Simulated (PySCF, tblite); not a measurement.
# C5H5F6P: geometry, infrared bands and NMR shifts

What infrared bands and NMR shifts should C5H5F6P (`FC(F)(F)C1CP(C(F)(F)F)C1`) show?

Computed with tblite 0.8.0 and PySCF 2.14.0, with density-fitted response routines of our own, on a single molecule in the gas phase. Atoms count from 0, in the outputs and in this text.

## (1) The starting structure

17 atoms, charge 0, multiplicity 1; geometry from: force field or distance geometry start.

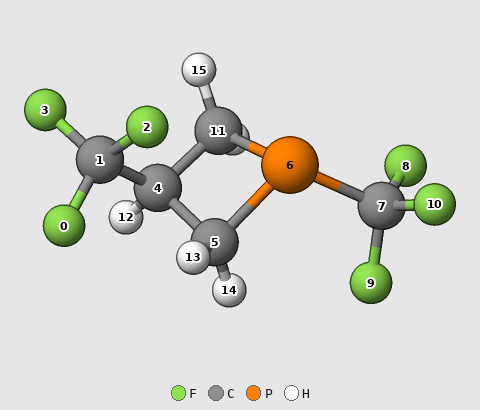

As it starts; fluorine green, carbon grey, phosphorus orange, hydrogen white, atoms numbered.

## (2) Relaxing the molecule with GFN2-xTB

Job settings and geometry (Å):

```
{"job": {"kind": "relax", "xc": "GFN2-xTB", "basis": "xTB"}, "charge": 0, "multiplicity": 1}
F     -2.954000    -0.755600    -0.562700
C     -2.286100     0.331100     0.005400
F     -2.001500     0.019400     1.355400
F     -3.034900     1.453300    -0.137600
C     -0.921600     0.376700    -0.637300
C     -0.228700    -0.958000    -0.361100
P      0.811300    -0.189900     0.977300
C      2.605700    -0.603900     0.627100
F      3.357700     0.518000     0.442600
F      2.704100    -1.390500    -0.510100
F      3.019900    -1.367900     1.696500
C      0.118200     1.217400     0.047800
H     -1.037100     0.583900    -1.735600
H     -0.940700    -1.696700     0.039300
H      0.341400    -1.257500    -1.236900
H     -0.346400     2.012100     0.676400
H      0.785700     1.719900    -0.696500
```

On the command line:

```bash
$ OMP_NUM_THREADS=1 python probes_run.py task.json out
```

This one command runs all jobs of the session in turn.

**Question.** This job is followed by: GFN2-xTB harmonic vibrations, gas phase; GIAO PBE0/pcSseg-1 NMR shielding, non-relativistic, gas phase. What will the session give for the following? strongest single infrared mode (GFN2-xTB); zero-point energy (GFN2-xTB); ¹³C shifts against TMS (PBE0/pcSseg-1, means over atoms taken as alike); ¹H shifts against TMS (PBE0/pcSseg-1, means over atoms taken as alike); ¹⁹F shifts against CFCl3 (PBE0/pcSseg-1, means over atoms taken as alike); ³¹P shifts against H3PO4 (PBE0/pcSseg-1).

The runs gave:

| quantity | value |
| --- | --- |
| strongest single infrared mode (GFN2-xTB) | 1042 cm⁻¹, 294 km/mol |
| zero-point energy (GFN2-xTB) | 62.3 kcal/mol |
| ¹³C shifts against TMS (PBE0/pcSseg-1, means over atoms taken as alike) | 142.9, 137.9, 43.1, 19.8 ppm |
| ¹H shifts against TMS (PBE0/pcSseg-1, means over atoms taken as alike) | 3.23, 2.90, 2.13 ppm |
| ¹⁹F shifts against CFCl3 (PBE0/pcSseg-1, means over atoms taken as alike) | -81.8, -93.3 ppm |
| ³¹P shifts against H3PO4 (PBE0/pcSseg-1) | -13.6 ppm |

What this shows: Relaxing lowered the energy by 1.010 eV in 99 steps; the close pair that moved most is C1–F2, from 1.414 to 1.345 Å. No mode is imaginary among the 45: a minimum at this level. The strongest single mode, at 1042 cm⁻¹, moves mainly C7. Unscaled tight-binding wavenumbers are off by several per cent, some by more. Its intensities can rank the bands wrongly.
